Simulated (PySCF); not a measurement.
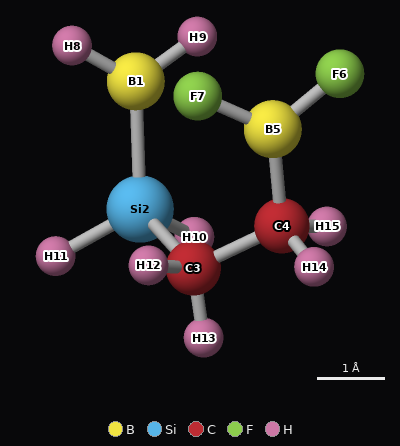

*The input geometry (ball-and-stick view, seen at a tilt; atoms are numbered from 1 in the order of the input).*

Excited-state calculation, with input and output: C2H8B2F2Si

System: C2H8B2F2Si.
Method: TDDFT CAM-B3LYP/def2-SVPD, vertical, gas phase, core orbitals frozen in the response (PySCF 2.14.0).

The geometry comes from this level: GFN2-xTB. It belongs to a series of runs on one base structure; here: H on Si replaced by BH2.

What the program printed
```
coarse grid: 13104 points
cycle   1  E = -619.3809388318  dE =  5.558e-01  |g| = 6.282e-01  |ddm| = 5.136e+00
cycle   2  E = -619.3741691188  dE =  6.770e-03  |g| = 7.375e-01  |ddm| = 1.405e+00
cycle   3  E = -619.4590614681  dE = -8.489e-02  |g| = 4.838e-02  |ddm| = 6.000e-01
cycle   4  E = -619.4594870026  dE = -4.255e-04  |g| = 2.522e-02  |ddm| = 1.174e-01
cycle   5  E = -619.4596422171  dE = -1.552e-04  |g| = 5.570e-03  |ddm| = 4.283e-02
cycle   6  E = -619.4596509380  dE = -8.721e-06  |g| = 1.103e-03  |ddm| = 1.008e-02
final grid: 122944 points
cycle   7  E = -619.5438659692  dE = -4.832e-05  |g| = 3.443e-03  |ddm| = 7.649e-02
cycle   8  E = -619.5438664411  dE = -4.719e-07  |g| = 3.262e-03  |ddm| = 1.011e-02
cycle   9  E = -619.5438690123  dE = -2.571e-06  |g| = 2.209e-04  |ddm| = 3.924e-03
cycle  10  E = -619.5438690259  dE = -1.359e-08  |g| = 1.166e-04  |ddm| = 6.273e-04
cycle  11  E = -619.5438690293  dE = -3.378e-09  |g| = 2.987e-05  |ddm| = 1.994e-04
cycle  12  E = -619.5438690296  dE = -2.714e-10  |g| = 1.098e-05  |ddm| = 5.534e-05
```

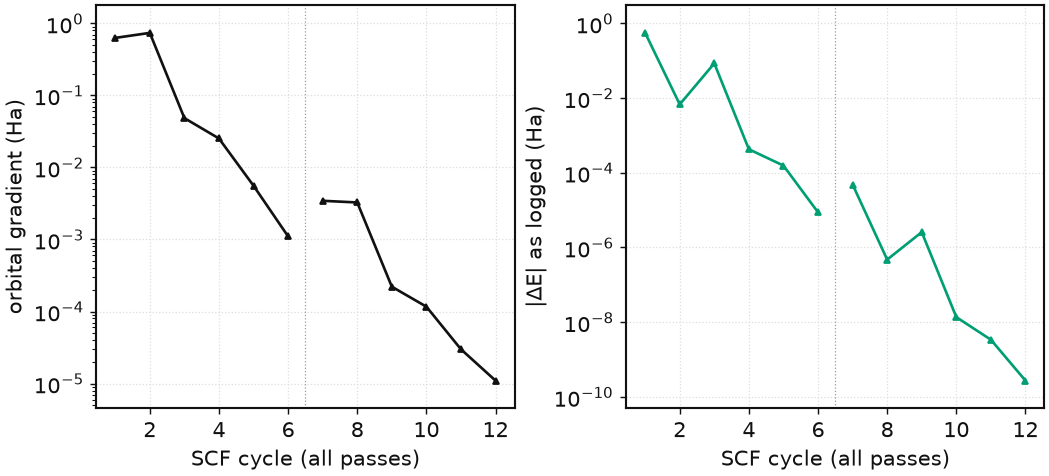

*Convergence of the self-consistent field: orbital gradient and size of the energy change against the SCF cycle. The dotted line marks the change from a coarse to the final integration grid.*

The first 6 cycles use a coarse grid, the final grid takes over at cycle 7, and the field converges after 12 cycles in all.

```
converged SCF energy = -619.5438690296

Static polarisability (au): isotropic 77.856, principal 68.710 81.941 82.918

Singlet excitations
state   eV       nm        f      main configurations
  1   4.3662    284.0   0.01012   H->L 0.64, H-1->L 0.32
  2   5.3533    231.6   0.00273   H-2->L 0.68, H-4->L 0.22
  3   5.6685    218.7   0.05633   H-1->L 0.62, H->L 0.32
  4   6.3392    195.6   0.00500   H-4->L 0.48, H-2->L 0.29, H-3->L 0.11
  5   7.0168    176.7   0.00240   H-3->L 0.80, H-4->L 0.12
  6   7.7918    159.1   0.00973   H->L+2 0.47, H-5->L 0.34
  7   7.8463    158.0   0.00279   H-5->L 0.44, H->L+2 0.26, H->L+1 0.12
  8   8.0013    155.0   0.00366   H->L+1 0.58, H->L+2 0.12, H->L+3 0.10

Triplet excitations (Tamm-Dancoff, eV): 3.5042 4.7797 5.1500
```

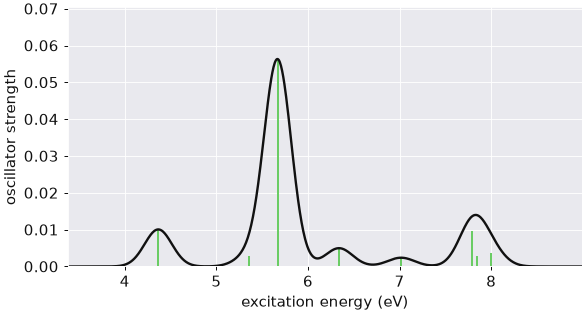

*Computed excitations as sticks (degenerate states added up, dark ones marked on the axis), with a Gaussian envelope of 0.35 eV full width at half maximum, scaled to the tallest.*

Of the 8 states the lowest lies at 4.37 eV (f = 0.010); the strongest line is at 5.67 eV, or 219 nm (f = 0.056).

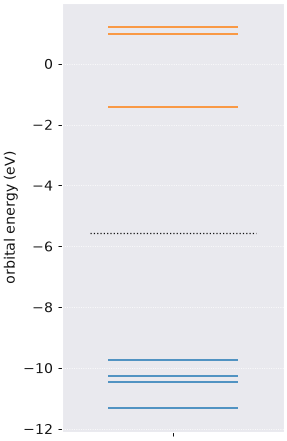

*Orbital energies near the frontier; the dotted line parts filled from empty levels, and levels within 0.02 eV of each other stand side by side.*

Highest filled −9.73 eV, lowest empty −1.43 eV, 8.30 eV apart.

This output came from the following input.

The input
```
{"job": {"kind": "uv", "xc": "CAM-B3LYP", "basis": "def2-SVPD", "nstates": 8, "ntriplets": 3}, "charge": 0, "multiplicity": 1}
B      1.273844     1.602254    -0.361196
Si     1.383087    -0.304723    -0.781658
C     -0.340907    -1.128813    -0.581047
C     -0.980809    -0.801702     0.773728
B     -1.362278     0.714879     0.944355
F     -1.617512     1.271612     2.113020
F     -1.493088     1.551791    -0.070745
H      1.182357     2.422756    -1.188047
H      1.327464     1.978286     0.746381
H      2.273077    -1.092450     0.102185
H      1.813735    -0.690003    -2.139996
H     -1.003874    -0.789353    -1.377424
H     -0.252119    -2.209814    -0.686751
H     -1.890961    -1.400770     0.902395
H     -0.316429    -1.115959     1.582889
```

The first line tells a small driver script what to run in PySCF; the rest is the geometry in Å.

Launch command:
```bash
OMP_NUM_THREADS=1 python <driver script> task.json out
```

Summary

- outcome: converged
- total energy: −619.543869 hartree
- HOMO: −9.73 eV
- LUMO: −1.43 eV
- dipole moment: 1.32 D
- mean polarisability: 77.86 a.u.
- lowest singlet excitation: 4.37 eV
- hardware: 1 CPU thread, shared host
- wall time: 51 s
- peak memory: 0.97 GiB
